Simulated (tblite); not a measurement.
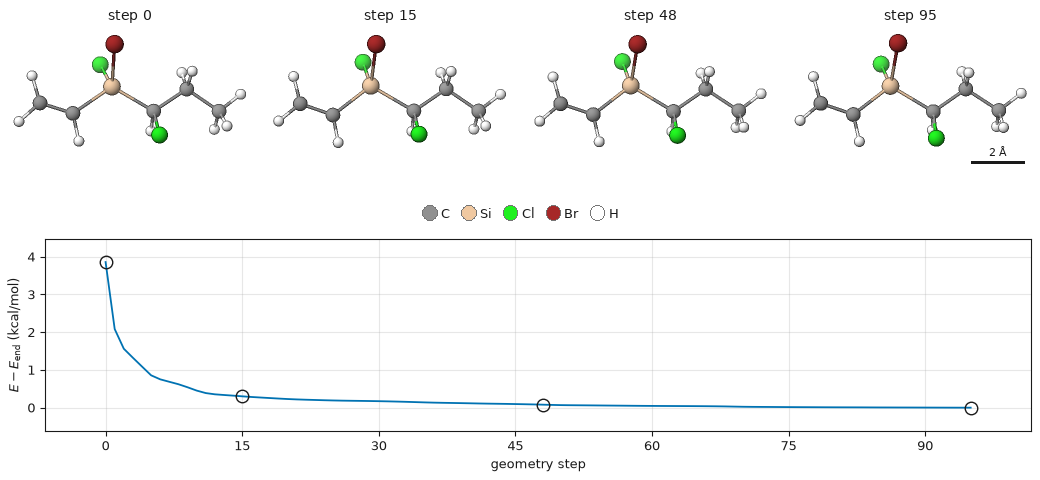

Frames of a relaxation of C5H9BrCl2Si, marked on the history of the run. Style: ball-and-stick. Shown from a free direction.

Method: GFN2-xTB geometry optimisation, gas phase (tblite 0.8.0). 

What happens along the run?

The atom that moves furthest after the best rigid fit is a Cl atom (0.26 Å). Largest moves by element: Cl 0.26 Å, H 0.26 Å, Br 0.25 Å, Si 0.18 Å, C 0.15 Å. Among the contacts that change: C–Si 1.857 → 1.915 Å, C–Si 1.841 → 1.879 Å, Cl–Si 2.069 → 2.031 Å, C–C 1.547 → 1.522 Å. Among the angles between lasting bonds that change: C–Si–Cl 102.2° → 112.1°, Br–Si–C 112.0° → 107.5°, C–C–Si 128.2° → 124.0°. The energy falls by 3.86 kcal/mol in 95 geometry steps. From step 0 to 15: a Cl atom moves most (0.14 Å), energy −3.56 kcal/mol. From step 15 to 48: an H atom moves most (0.17 Å), energy −0.22 kcal/mol. From step 48 to 95: a Cl atom moves most (0.17 Å), energy −0.08 kcal/mol.

```csv
step,"E − E(0), kcal/mol"
0,0.00
1,-1.78
2,-2.30
3,-2.54
4,-2.77
5,-3.00
6,-3.11
7,-3.17
8,-3.24
9,-3.32
10,-3.41
14,-3.54
19,-3.62
23,-3.66
28,-3.68
32,-3.70
37,-3.73
41,-3.75
46,-3.77
50,-3.79
55,-3.80
59,-3.81
64,-3.82
68,-3.83
73,-3.84
77,-3.85
82,-3.85
86,-3.85
91,-3.86
95,-3.86
```
